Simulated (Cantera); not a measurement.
A closed system holds: 1 mol Ti(OiPr)4, 0.17 mol H2O, 8.8 mol H2, 0.27 mol CH4, held at 0.500 bar.

These are equilibrium values from Cantera (NASA tables, ideal gas, pure condensed phases), not measurements of a reactor. Candidate condensed phases: C, C6H6, C7H8, C8H18, H2O, Ti, TiC, TiO, TiO2, Ti2O3, Ti3O5, Ti4O7; 113 gas species. The feed counts by its element totals alone. TiC: taken at fixed stoichiometry. The numbers say what is thermodynamically allowed, not how fast it happens.

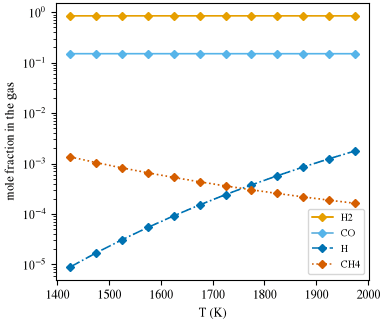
Fig. 1. Equilibrium gas composition (values under 1e-9 drawn at 1e-9)

Read off the mole fractions at 1875 K.

H2 about 0.85, CO about 0.15, H about 0.00085, CH4 about 0.00022.
